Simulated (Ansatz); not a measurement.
# NH3 with SiH3Cl: superposition error and deformation

How much of this pair's binding is borrowed basis, and how much do the fragments pay to take the shapes they have in the pair?

Method: PBE0-D4 structures, single points in def2-TZVPPD; program: Ansatz 0.2.0, Gaussian basis.

Levels: PBE-D4, revPBE-D4, BLYP-D4, r2SCAN-D4, B97M-V, PBE0-D4, B3LYP-D4, HSE06-D4, wB97X-V, wB97M-V, B2PLYP, Hartree-Fock, MP2, CCSD, CCSD(T).

Correlated methods freeze the cores. B3LYP uses VWN-RPA correlation. B2PLYP carries no dispersion term here.

129 further runs of the same task are left out: 129 set aside as unsound or not needed. Runs told in other sessions of the task aren't counted.

### Step 1. Starting geometry

The relaxed pair: 9 atoms, charge 0, spin multiplicity 1.

Atoms are counted from 1 here; the program's logs count them from 0.

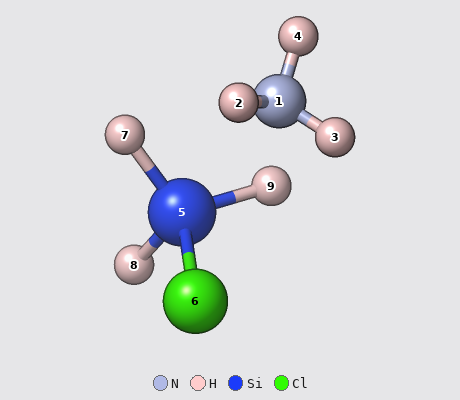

As it starts; nitrogen light blue, hydrogen pink, silicon blue, chlorine green; atoms are numbered from 1 in the order of the file.

As a file:

```mol
ClH6NSi
  3D, bonds by distance, orders not assigned

  9  7  0  0  0  0  0  0  0  0999 V2000
   -0.0074    0.0332   -1.5580 N   0  0
    0.9748    0.1257   -1.7868 H   0  0
   -0.2795   -0.9119   -1.7995 H   0  0
   -0.5223    0.6632   -2.1608 H   0  0
   -0.1179    0.1228    1.4430 Si  0  0
    1.1656   -1.4550    1.0840 Cl  0  0
    0.4546    1.3871    0.9383 H   0  0
   -0.2023    0.2041    2.9258 H   0  0
   -1.4655   -0.1691    0.9142 H   0  0
  1  2  8  0
  1  3  8  0
  1  4  8  0
  5  6  8  0
  5  7  8  0
  5  8  8  0
  5  9  8  0
M  END
```

Atoms 1 to 4 are fragment A (NH3), the rest fragment B (SiH3Cl). From earlier runs, pair energy (eV) and counterpoise interaction (meV):

| method | E(pair) | interaction |
| --- | --- | --- |
| PBE-D4 | -21979.47984 | -167 |
| revPBE-D4 | -21986.70181 | -161 |
| BLYP-D4 | -21990.07770 | -144 |
| r2SCAN-D4 | -21988.25789 | -162 |
| B97M-V | -21985.22263 | -163 |
| PBE0-D4 | -21981.50188 | -168 |
| B3LYP-D4 | -21992.23021 | -153 |
| HSE06-D4 | -21981.00434 | -165 |
| wB97X-V | -21987.15004 | -157 |
| wB97M-V | -21988.48951 | -171 |
| B2PLYP | -21982.62033 | -91 |
| Hartree-Fock | -21945.18176 | -18 |
| MP2 | -21960.53602 | -138 |
| CCSD(T) | -21962.46653 | -131 |

First each fragment is run alone in its own basis, frozen in the shape it has in the pair (a, b).

### Step 2. PBE-D4/def2-TZVPPD

a/in.yaml reads:

```yaml
crystal:
  periodic: [false, false, false]
  atoms:
    - {symbol: N, position_ang: [-0.007368, 0.033190, -1.557981]}
    - {symbol: H, position_ang: [0.974848, 0.125650, -1.786756]}
    - {symbol: H, position_ang: [-0.279517, -0.911910, -1.799545]}
    - {symbol: H, position_ang: [-0.522285, 0.663241, -2.160823]}
basis:
  gaussian: {orbitals: "def2-TZVPPD.json"}
hamiltonian: {xc: pbe, dispersion: d4}
```

b/in.yaml reads:

```yaml
crystal:
  periodic: [false, false, false]
  atoms:
    - {symbol: Si, position_ang: [-0.117888, 0.122802, 1.443049]}
    - {symbol: Cl, position_ang: [1.165580, -1.455020, 1.084031]}
    - {symbol: H, position_ang: [0.454559, 1.387126, 0.938254]}
    - {symbol: H, position_ang: [-0.202318, 0.204065, 2.925792]}
    - {symbol: H, position_ang: [-1.465511, -0.169144, 0.914179]}
basis:
  gaussian: {orbitals: "def2-TZVPPD.json"}
hamiltonian: {xc: pbe, dispersion: d4}
```

The basis file named in the input lies beside it (Basis Set Exchange, JSON).

Each run has its own folder and the same command.

Launch:

```sh
$ ansatz run in.yaml --threads 4 --pin off --events-out ev --progress --plain --max-ram 9574MiB
```

Log of a:

```text
Functional definition: PBE
  name "PBE"
  cite "Perdew, Burke & Ernzerhof, Phys. Rev. Lett. 77, 3865 (1996) doi:10.1103/PhysRevLett.77.3865"
  parent pbe
  parameter kappa = 0.804
  parameter beta = 0.06672455060314922
  exchange = pbe_x(kappa = kappa, mu = beta*pi^2/3)
  correlation = pbe_c(beta = beta)
356 factors; their error is unknown
mean field evaluation 1: about -1529.5986 eV, gradient 6.7e1 eV
mean field evaluation 2: about -1502.5046 eV, gradient 1.1e2 eV
mean field evaluation 4: about -1537.7849 eV, gradient 1.9e0 eV
mean field evaluation 8: about -1537.7858 eV, gradient 2.6e-2 eV
mean field -1537.78582770 eV, -56.5125868194 hartree, gradient 6.8e-6 eV, S^2 0.000000; 0 other end points of the search recorded, 0 dependent functions left out
reference -1537.78585481 eV, -56.5125878155 hartree; 5, 5 occupied and 83, 83 virtual orbitals, 356 factors
Total energy: -1537.79722741 eV, -56.5130057509 hartree
```

b printed (excerpt; [...] marks lines left out):

```text
[... 4 set-up lines as earlier in the session ...]
[...]
806 factors; their error is unknown
[...]
mean field -20441.43078812 eV, -751.2087257640 hartree, gradient 9.3e-6 eV, S^2 0.000000; 0 other end points of the search recorded, 0 dependent functions left out
reference -20441.43083837 eV, -751.2087276108 hartree; 17, 17 occupied and 133, 133 virtual orbitals, 806 factors
Total energy: -20441.50568710 eV, -751.2114782506 hartree
```

They took 0.2 s (a), 0.55 s (b) on 4 threads of Arm Neoverse V2, shared host.

### Step 3. r2SCAN-D4/def2-TZVPPD

Each input of step 2 (a, b) changes in the same lines:

```diff
-hamiltonian: {xc: pbe, dispersion: d4}
+hamiltonian: {xc: r2scan, dispersion: d4}
```

Each run has its own folder and the same command.

Launch:

```sh
$ ansatz run in.yaml --threads 4 --pin off --events-out ev --progress --plain --max-ram 9574MiB
```

a printed (excerpt; [...] marks lines left out):

```text
Functional definition: r2SCAN
  name "r2SCAN"
  cite "Furness, Kaplan, Ning, Perdew & Sun, J. Phys. Chem. Lett. 11, 8208 (2020) doi:10.1021/acs.jpclett.0c02405"
  cite "Furness, Kaplan, Ning, Perdew & Sun, J. Phys. Chem. Lett. 11, 9248 (2020) doi:10.1021/acs.jpclett.0c03077"
  parent r2scan
[...]
356 factors; their error is unknown
[...]
mean field -1538.79874015 eV, -56.5498106651 hartree, gradient 1.5e-5 eV, S^2 0.000000; 0 other end points of the search recorded, 0 dependent functions left out
reference -1538.79874812 eV, -56.5498109580 hartree; 5, 5 occupied and 83, 83 virtual orbitals, 356 factors
Total energy: -1538.80145981 eV, -56.5499106110 hartree
```

Log of b (excerpt; [...] marks lines left out):

```text
[... 5 set-up lines as earlier in the session ...]
[...]
806 factors; their error is unknown
[...]
mean field -20449.27036677 eV, -751.4968249655 hartree, gradient 5.0e-5 eV, S^2 0.000000; 0 other end points of the search recorded, 0 dependent functions left out
reference -20449.27038419 eV, -751.4968256058 hartree; 17, 17 occupied and 133, 133 virtual orbitals, 806 factors
Total energy: -20449.28666006 eV, -751.4974237328 hartree
```

They took 0.45 s (a), 1.1 s (b) on 4 threads of Arm Neoverse V2, shared host.

### Step 4. PBE0-D4/def2-TZVPPD

The same edit goes into each in.yaml of step 3 (a, b):

```diff
-hamiltonian: {xc: r2scan, dispersion: d4}
+hamiltonian: {xc: pbe0, dispersion: d4}
+output: {orbitals: {seedname: orbitals}}
```

The same command starts each run, in its folder.

Launch:

```sh
$ ansatz run in.yaml --threads 4 --pin off --events-out ev --progress --plain --max-ram 9574MiB
```

Output in a (excerpt; [...] marks lines left out):

```text
Functional definition: PBE0
  name "PBE0"
  cite "Adamo & Barone, J. Chem. Phys. 110, 6158 (1999) doi:10.1063/1.478522"
[... 2 set-up lines as earlier in the session ...]
[...]
356 factors; their error is unknown
[...]
mean field -1537.91235214 eV, -56.5172365067 hartree, gradient 5.7e-5 eV, S^2 0.000000; 0 other end points of the search recorded, 0 dependent functions left out
reference -1537.91237202 eV, -56.5172372372 hartree; 5, 5 occupied and 83, 83 virtual orbitals, 356 factors
Total energy: -1537.92148356 eV, -56.5175720803 hartree
```

b printed (excerpt; [...] marks lines left out):

```text
[... 5 set-up lines as earlier in the session ...]
[...]
833 factors; their error is unknown
[...]
mean field -20443.34208313 eV, -751.2789645600 hartree, gradient 4.4e-5 eV, S^2 0.000000; 0 other end points of the search recorded, 0 dependent functions left out
reference -20443.34212130 eV, -751.2789659628 hartree; 17, 17 occupied and 133, 133 virtual orbitals, 833 factors
Total energy: -20443.40436371 eV, -751.2812533292 hartree
```

Wall times: 0.2 s (a), 0.75 s (b) on 4 threads of Arm Neoverse V2, shared host.

### Step 5. B3LYP-D4/def2-TZVPPD

The same edit goes into each in.yaml of step 4 (a, b):

```diff
-hamiltonian: {xc: pbe0, dispersion: d4}
-output: {orbitals: {seedname: orbitals}}
+hamiltonian: {xc: {name: B3LYP}, dispersion: d4}
```

The same command starts each run, in its folder.

Launch:

```sh
$ ansatz run in.yaml --threads 4 --pin off --events-out ev --progress --plain --max-ram 9574MiB
```

Log of a (excerpt; [...] marks lines left out):

```text
Functional definition: B3LYP
  name "B3LYP"
  cite "Stephens, Devlin, Chabalowski & Frisch, J. Phys. Chem. 98, 11623 (1994) doi:10.1021/j100096a001"
  cite "Becke, Phys. Rev. A 38, 3098 (1988) doi:10.1103/PhysRevA.38.3098"
  cite "Lee, Yang & Parr, Phys. Rev. B 37, 785 (1988) doi:10.1103/PhysRevB.37.785"
  cite "Vosko, Wilk & Nusair, Can. J. Phys. 58, 1200 (1980) doi:10.1139/p80-159"
[...]
356 factors; their error is unknown
[...]
mean field -1539.89995805 eV, -56.5902796766 hartree, gradient 5.1e-5 eV, S^2 0.000000; 0 other end points of the search recorded, 0 dependent functions left out
reference -1539.90012413 eV, -56.5902857799 hartree; 5, 5 occupied and 83, 83 virtual orbitals, 356 factors
Total energy: -1539.91817652 eV, -56.5909491932 hartree
```

Log of b (excerpt; [...] marks lines left out):

```text
[... 6 set-up lines as earlier in the session ...]
[...]
826 factors; their error is unknown
[...]
mean field -20452.02727729 eV, -751.5981395586 hartree, gradient 4.8e-5 eV, S^2 0.000000; 0 other end points of the search recorded, 0 dependent functions left out
reference -20452.02752848 eV, -751.5981487896 hartree; 17, 17 occupied and 133, 133 virtual orbitals, 826 factors
Total energy: -20452.15042105 eV, -751.6026650083 hartree
```

Times: 0.25 s (a), 0.85 s (b) on 4 threads of Arm Neoverse V2, shared host.

### Step 6. wB97X-V/def2-TZVPPD

Each input of step 5 (a, b) changes in the same lines:

```diff
-hamiltonian: {xc: {name: B3LYP}, dispersion: d4}
+hamiltonian: {xc: {name: wB97X-V}}
```

One command serves all of them, each in its own folder.

Launch:

```sh
$ ansatz run in.yaml --threads 4 --pin off --events-out ev --progress --plain --max-ram 9574MiB
```

Log of a (excerpt; [...] marks lines left out):

```text
Functional definition: wB97X-V
  name "wB97X-V"
  cite "Mardirossian & Head-Gordon, Phys. Chem. Chem. Phys. 16, 9904 (2014) doi:10.1039/C3CP54374A"
  cite "Becke, J. Chem. Phys. 107, 8554 (1997) doi:10.1063/1.475007"
  cite "Vydrov & Van Voorhis, J. Chem. Phys. 133, 244103 (2010) doi:10.1063/1.3521275"
[...]
      + integral(e_c_pw_opposite_spin*poly(b97_u_opposite, cos0, cos1)) + vv10(b, c)
356 factors; their error is unknown
117 factors; integrals over basis functions are off by at most 6.8e-6 eV
[...]
mean field -1539.18320654 eV, -56.5639395445 hartree, gradient 5.8e-6 eV, S^2 0.000000; 0 other end points of the search recorded, 0 dependent functions left out
reference -1539.18320521 eV, -56.5639394958 hartree; 5, 5 occupied and 83, 83 virtual orbitals, 356 factors
Total energy: -1539.18320521 eV, -56.5639394958 hartree
```

Output in b (excerpt; [...] marks lines left out):

```text
[... 5 set-up lines as earlier in the session ...]
[...]
      + integral(e_c_pw_opposite_spin*poly(b97_u_opposite, cos0, cos1)) + vv10(b, c)
819 factors; their error is unknown
203 factors; integrals over basis functions are off by at most 3.2e-5 eV
[...]
mean field -20447.80229780 eV, -751.4428744260 hartree, gradient 5.1e-5 eV, S^2 0.000000; 0 other end points of the search recorded, 0 dependent functions left out
reference -20447.80229535 eV, -751.4428743358 hartree; 17, 17 occupied and 133, 133 virtual orbitals, 819 factors
Total energy: -20447.80229535 eV, -751.4428743358 hartree
```

Wall times: 0.55 s (a), 1.9 s (b) on 4 threads of Arm Neoverse V2, shared host.

### Step 7. wB97M-V/def2-TZVPPD

Each input of step 6 (a, b) changes in the same lines:

```diff
-hamiltonian: {xc: {name: wB97X-V}}
+hamiltonian: {xc: {name: wB97M-V}}
```

Each run has its own folder and the same command.

Launch:

```sh
$ ansatz run in.yaml --threads 4 --pin off --events-out ev --progress --plain --max-ram 9574MiB
```

Log of a (excerpt; [...] marks lines left out):

```text
Functional definition: wB97M-V
  name "wB97M-V"
  cite "Mardirossian & Head-Gordon, J. Chem. Phys. 144, 214110 (2016) doi:10.1063/1.4952647"
[... 2 set-up lines as earlier in the session ...]
  # Of w^i u^j: cxij and so on, Table III.
[...]
  gx(w, u) = 1 - cx + cx01*u + cx10*w
[...]
      + integral(e_c_pw_mod_opposite_spin*gos(b97_w_opposite, b97_u_opposite)) + vv10(b, c)
356 factors; their error is unknown
117 factors; integrals over basis functions are off by at most 6.8e-6 eV
[...]
mean field -1538.88719121 eV, -56.5530611819 hartree, gradient 2.5e-5 eV, S^2 0.000000; 0 other end points of the search recorded, 0 dependent functions left out
reference -1538.88722429 eV, -56.5530623976 hartree; 5, 5 occupied and 83, 83 virtual orbitals, 356 factors
Total energy: -1538.88722429 eV, -56.5530623976 hartree
```

Output in b (excerpt; [...] marks lines left out):

```text
[... 5 set-up lines as earlier in the session ...]
  # Of w^i u^j: cxij and so on, Table III.
[...]
  gx(w, u) = 1 - cx + cx01*u + cx10*w
[...]
      + integral(e_c_pw_mod_opposite_spin*gos(b97_w_opposite, b97_u_opposite)) + vv10(b, c)
814 factors; their error is unknown
203 factors; integrals over basis functions are off by at most 3.2e-5 eV
[...]
mean field -20449.42235678 eV, -751.5024104954 hartree, gradient 7.0e-5 eV, S^2 0.000000; 0 other end points of the search recorded, 0 dependent functions left out
reference -20449.42241960 eV, -751.5024128041 hartree; 17, 17 occupied and 133, 133 virtual orbitals, 814 factors
Total energy: -20449.42241960 eV, -751.5024128041 hartree
```

They took 0.55 s (a), 2.2 s (b) on 4 threads of Arm Neoverse V2, shared host.

### Step 8. B2PLYP/def2-TZVPPD

The same edit goes into each in.yaml of step 7 (a, b):

```diff
-hamiltonian: {xc: {name: wB97M-V}}
+hamiltonian: {xc: {name: B2PLYP}}
```

Each run has its own folder and the same command.

Launch:

```sh
$ ansatz run in.yaml --threads 4 --pin off --events-out ev --progress --plain --max-ram 9574MiB
```

Output in a (excerpt; [...] marks lines left out):

```text
Functional definition: B2PLYP
  name "B2PLYP"
  cite "Grimme, J. Chem. Phys. 124, 034108 (2006) doi:10.1063/1.2148954"
[... 2 set-up lines as earlier in the session ...]
[...]
497 factors; integrals over basis functions are off by at most 9.1e-4 eV
[...]
mean field -1536.41549010 eV, -56.4622278415 hartree, gradient 3.9e-6 eV, S^2 0.000000; 0 other end points of the search recorded, 0 dependent functions left out
1 core orbitals not correlated: weight in the atoms' cores, before any rotation towards them, 1.000 or more for the frozen orbitals, at most 0.000 for the correlated occupied ones
reference -1536.41559377 eV, -56.4622316511 hartree; 4, 4 occupied and 83, 83 virtual orbitals, 497 factors
second order -7.69305094 eV of doubles, -0.00000000 eV of singles
Total energy: -1538.49271752 eV, -56.5385645412 hartree
```

b printed (excerpt; [...] marks lines left out):

```text
[... 5 set-up lines as earlier in the session ...]
[...]
841 factors; integrals over basis functions are off by at most 8.9e-4 eV
[...]
mean field -20441.13220002 eV, -751.1977528538 hartree, gradient 3.1e-6 eV, S^2 0.000000; 0 other end points of the search recorded, 0 dependent functions left out
10 core orbitals not correlated: weight in the atoms' cores, before any rotation towards them, 1.000 or more for the frozen orbitals, at most 0.000 for the correlated occupied ones
reference -20441.13235978 eV, -751.1977587247 hartree; 7, 7 occupied and 133, 133 virtual orbitals, 841 factors
second order -10.70022934 eV of doubles, -0.00000000 eV of singles
Total energy: -20444.02142170 eV, -751.3039297920 hartree
```

Times: 0.3 s (a), 1.2 s (b) on 4 threads of Arm Neoverse V2, shared host.

### Step 9. BLYP-D4/def2-TZVPPD

Each input of step 8 (a, b) changes in the same lines:

```diff
-hamiltonian: {xc: {name: B2PLYP}}
+hamiltonian: {xc: {name: BLYP}, dispersion: d4}
```

The same command starts each run, in its folder.

Launch:

```sh
$ ansatz run in.yaml --threads 4 --pin off --events-out ev --progress --plain --max-ram 9574MiB
```

Output in a (excerpt; [...] marks lines left out):

```text
Functional definition: BLYP
  name "BLYP"
[... 2 set-up lines as earlier in the session ...]
[...]
356 factors; their error is unknown
[...]
mean field -1539.16522631 eV, -56.5632787832 hartree, gradient 7.9e-6 eV, S^2 0.000000; 0 other end points of the search recorded, 0 dependent functions left out
reference -1539.16545598 eV, -56.5632872236 hartree; 5, 5 occupied and 83, 83 virtual orbitals, 356 factors
Total energy: -1539.19289216 eV, -56.5642954843 hartree
```

Output in b (excerpt; [...] marks lines left out):

```text
[... 4 set-up lines as earlier in the session ...]
[...]
806 factors; their error is unknown
[...]
mean field -20450.56287280 eV, -751.5443236859 hartree, gradient 5.1e-5 eV, S^2 0.000000; 0 other end points of the search recorded, 0 dependent functions left out
reference -20450.56320204 eV, -751.5443357855 hartree; 17, 17 occupied and 133, 133 virtual orbitals, 806 factors
Total energy: -20450.73080979 eV, -751.5504952565 hartree
```

Times: 0.2 s (a), 0.7 s (b) on 4 threads of Arm Neoverse V2, shared host.

### Step 10. revPBE-D4/def2-TZVPPD

Each input of step 9 (a, b) changes in the same lines:

```diff
-hamiltonian: {xc: {name: BLYP}, dispersion: d4}
+hamiltonian: {xc: {name: revPBE}, dispersion: d4}
```

One command serves all of them, each in its own folder.

Launch:

```sh
$ ansatz run in.yaml --threads 4 --pin off --events-out ev --progress --plain --max-ram 9574MiB
```

Output in a (excerpt; [...] marks lines left out):

```text
Functional definition: revPBE
  name "revPBE"
  cite "Zhang & Yang, Phys. Rev. Lett. 80, 890 (1998) doi:10.1103/PhysRevLett.80.890"
[... 1 set-up line as earlier in the session ...]
[...]
356 factors; their error is unknown
[...]
mean field -1539.33587785 eV, -56.5695501117 hartree, gradient 5.1e-6 eV, S^2 0.000000; 0 other end points of the search recorded, 0 dependent functions left out
reference -1539.33591178 eV, -56.5695513586 hartree; 5, 5 occupied and 83, 83 virtual orbitals, 356 factors
Total energy: -1539.39031552 eV, -56.5715506592 hartree
```

Output in b (excerpt; [...] marks lines left out):

```text
[... 4 set-up lines as earlier in the session ...]
[...]
806 factors; their error is unknown
[...]
mean field -20446.91562588 eV, -751.4102898337 hartree, gradient 9.9e-6 eV, S^2 0.000000; 0 other end points of the search recorded, 0 dependent functions left out
reference -20446.91568847 eV, -751.4102921341 hartree; 17, 17 occupied and 133, 133 virtual orbitals, 806 factors
Total energy: -20447.14039123 eV, -751.4185498081 hartree
```

Times: 0.2 s (a), 0.6 s (b) on 4 threads of Arm Neoverse V2, shared host.

### Step 11. B97M-V/def2-TZVPPD

The same edit goes into each in.yaml of step 10 (a, b):

```diff
-hamiltonian: {xc: {name: revPBE}, dispersion: d4}
+hamiltonian: {xc: {name: B97M-V}}
```

The same command starts each run, in its folder.

Launch:

```sh
$ ansatz run in.yaml --threads 4 --pin off --events-out ev --progress --plain --max-ram 9574MiB
```

a printed (excerpt; [...] marks lines left out):

```text
Functional definition: B97M-V
  name "B97M-V"
  cite "Mardirossian & Head-Gordon, J. Chem. Phys. 142, 074111 (2015) doi:10.1063/1.4907719"
[... 2 set-up lines as earlier in the session ...]
  # Of w^i u^j: cxij and so on, Table III.
[...]
  gx(w, u) = cx00 + cx01*u + cx02*u^2 + (cx10 + cx11*u)*w
[...]
  gos(w, u) = cos00 + cos01*u + cos03*u^3 + cos10*w + cos32*w^3*u^2
[...]
      + integral(e_c_pw_mod_opposite_spin*gos(b97_w_opposite, b97_u_opposite)) + vv10(b, c)
356 factors; their error is unknown
[...]
mean field -1539.43351994 eV, -56.5731383923 hartree, gradient 5.5e-5 eV, S^2 0.000000; 0 other end points of the search recorded, 0 dependent functions left out
reference -1539.43355974 eV, -56.5731398547 hartree; 5, 5 occupied and 83, 83 virtual orbitals, 356 factors
Total energy: -1539.43355974 eV, -56.5731398547 hartree
```

Output in b (excerpt; [...] marks lines left out):

```text
[... 5 set-up lines as earlier in the session ...]
  # Of w^i u^j: cxij and so on, Table III.
[...]
  gx(w, u) = cx00 + cx01*u + cx02*u^2 + (cx10 + cx11*u)*w
[...]
  gos(w, u) = cos00 + cos01*u + cos03*u^3 + cos10*w + cos32*w^3*u^2
[...]
      + integral(e_c_pw_mod_opposite_spin*gos(b97_w_opposite, b97_u_opposite)) + vv10(b, c)
806 factors; their error is unknown
[...]
mean field -20445.61786620 eV, -751.3625980454 hartree, gradient 2.3e-5 eV, S^2 0.000000; 0 other end points of the search recorded, 0 dependent functions left out
reference -20445.61793906 eV, -751.3626007228 hartree; 17, 17 occupied and 133, 133 virtual orbitals, 806 factors
Total energy: -20445.61793906 eV, -751.3626007228 hartree
```

They took 0.55 s (a), 2.2 s (b) on 4 threads of Arm Neoverse V2, shared host.

### Step 12. HSE06-D4/def2-TZVPPD

Each input of step 11 (a, b) changes in the same lines:

```diff
-hamiltonian: {xc: {name: B97M-V}}
+hamiltonian: {xc: hse06, dispersion: d4}
```

The same command starts each run, in its folder.

Launch:

```sh
$ ansatz run in.yaml --threads 4 --pin off --events-out ev --progress --plain --max-ram 9574MiB
```

Log of a (excerpt; [...] marks lines left out):

```text
Functional definition: HSE06
  name "HSE06"
  cite "Heyd, Scuseria & Ernzerhof, J. Chem. Phys. 118, 8207 (2003) doi:10.1063/1.1564060"
  cite "Krukau, Vydrov, Izmaylov & Scuseria, J. Chem. Phys. 125, 224106 (2006) doi:10.1063/1.2404663"
  cite "Heyd & Scuseria, J. Chem. Phys. 120, 7274 (2004) doi:10.1063/1.1668634"
  cite "Ernzerhof & Perdew, J. Chem. Phys. 109, 3313 (1998) doi:10.1063/1.476928"
[...]
  # The whole range is PBE's own exchange, as in plane waves. The composition of these papers is wPBEh.
[...]
356 factors; their error is unknown
44 factors; integrals over basis functions are off by at most 2.9e-6 eV
[...]
mean field -1537.82499886 eV, -56.5140263329 hartree, gradient 4.1e-5 eV, S^2 0.000000; 0 other end points of the search recorded, 0 dependent functions left out
reference -1537.82502533 eV, -56.5140273056 hartree; 5, 5 occupied and 83, 83 virtual orbitals, 356 factors
Total energy: -1537.83322348 eV, -56.5143285821 hartree
```

b printed (excerpt; [...] marks lines left out):

```text
[... 6 set-up lines as earlier in the session ...]
[...]
833 factors; their error is unknown
77 factors; integrals over basis functions are off by at most 1.7e-5 eV
[...]
mean field -20442.94026919 eV, -751.2641981701 hartree, gradient 3.5e-5 eV, S^2 0.000000; 0 other end points of the search recorded, 0 dependent functions left out
reference -20442.94031976 eV, -751.2642000286 hartree; 17, 17 occupied and 133, 133 virtual orbitals, 833 factors
Total energy: -20442.99839890 eV, -751.2663343974 hartree
```

They took 0.25 s (a), 0.9 s (b) on 4 threads of Arm Neoverse V2, shared host.

(Part 1 of 3 ends here.)
